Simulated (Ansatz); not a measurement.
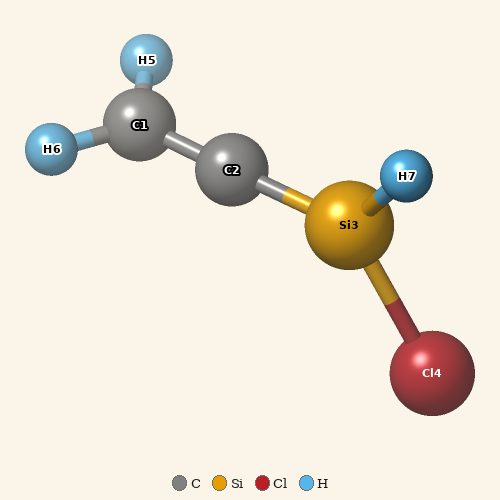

The system is C₂H₃ClSi, SMILES C=C=[SiH]Cl; the picture shows the reference structure. Coordinates scanned: (1) umbrella angle at C1 (between each of its bonds and their common axis; 90 is planar); (2) change of the bonds C1–C2, C1–H5, C1–H6, all alike. Nothing is relaxed (all other coordinates rigid). The scan uses an 11 × 11 grid. Points are written as (first, second). Energies are in kcal/mol, from the relaxed molecule at the same level. All numbers below come from RHF/def2-TZVP in Ansatz.

Its coordinates:

| atom | x (Å) | y (Å) | z (Å) |
| --- | --- | --- | --- |
| C | -0.7689 | 1.3670 | 0.0719 |
| C | -0.0957 | 0.2558 | 0.0325 |
| Si | 0.7827 | -1.1465 | -0.0061 |
| Cl | 0.0696 | -2.8916 | -0.7632 |
| H | -0.7408 | 2.0814 | -0.7362 |
| H | -1.3891 | 1.6303 | 0.9145 |
| H | 2.1421 | -1.2964 | 0.4866 |

Range: umbrella angle at C1 (between each of its bonds and their common axis; 90 is planar) from 66.0 to 114.0°; change of the bonds C1–C2, C1–H5, C1–H6, all alike from −0.127 to 0.196 Å.

What will the energy surface look like?

Answer. The lowest grid point is at (90.0°, 0.002 Å), 0.0 kcal/mol from the relaxed molecule at the same level. No other kind of well shows on this grid. The highest grid point, (114.0°, −0.127 Å), lies 78.9 kcal/mol above the lowest. Round the minimum the two coordinates are nearly uncoupled.

| second ↓, first → | 66.0 | 70.8 | 75.6 | 80.4 | 85.2 | 90.0 | 94.8 | 99.6 | 104.4 | 109.2 | 114.0 |
| --- | --- | --- | --- | --- | --- | --- | --- | --- | --- | --- | --- |
| 0.196 | 73.1 | 64.4 | 57.4 | 52.3 | 49.1 | 48.1 | 49.1 | 52.1 | 57.2 | 64.2 | 72.9 |
| 0.164 | 62.4 | 53.0 | 45.5 | 39.9 | 36.6 | 35.4 | 36.5 | 39.8 | 45.3 | 52.8 | 62.3 |
| 0.131 | 52.9 | 42.7 | 34.6 | 28.7 | 25.1 | 23.8 | 25.0 | 28.6 | 34.5 | 42.6 | 52.8 |
| 0.099 | 45.3 | 34.5 | 25.8 | 19.5 | 15.7 | 14.4 | 15.6 | 19.4 | 25.7 | 34.4 | 45.3 |
| 0.067 | 39.8 | 28.2 | 19.1 | 12.4 | 8.3 | 6.9 | 8.3 | 12.3 | 19.0 | 28.2 | 39.8 |
| 0.035 | 36.7 | 24.5 | 14.8 | 7.7 | 3.4 | 2.0 | 3.4 | 7.7 | 14.7 | 24.5 | 36.8 |
| 0.002 | 36.6 | 23.7 | 13.4 | 6.0 | 1.5 | 0.0 | 1.5 | 6.0 | 13.4 | 23.7 | 36.7 |
| −0.030 | 40.0 | 26.4 | 15.7 | 7.9 | 3.2 | 1.6 | 3.2 | 7.9 | 15.7 | 26.5 | 40.1 |
| −0.062 | 47.5 | 33.3 | 22.1 | 14.0 | 9.1 | 7.5 | 9.1 | 14.0 | 22.2 | 33.4 | 47.7 |
| −0.095 | 60.3 | 45.6 | 33.9 | 25.5 | 20.3 | 18.6 | 20.4 | 25.5 | 34.0 | 45.7 | 60.6 |
| −0.127 | 78.7 | 63.3 | 51.2 | 42.4 | 37.1 | 35.4 | 37.2 | 42.5 | 51.3 | 63.5 | 78.9 |

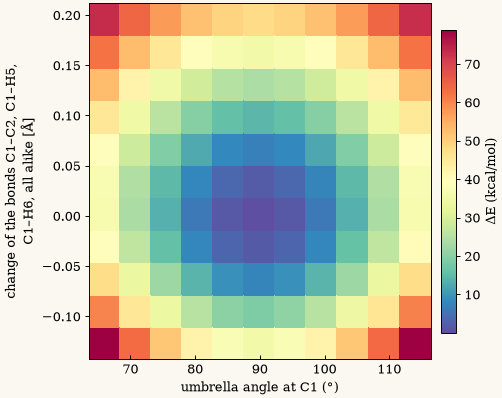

The picture shows one coloured cell a grid point.

Each point was launched as `ansatz run input.yaml --threads 1 --pin off --max-ram 2560MiB --backend cpu --events-out ev --progress --plain --runs-dir out`. Time for the 121 points that were run: 7.6 min on 1 thread of Intel(R) Xeon(R) Platinum 8488C (Sapphire Rapids) (shared host).
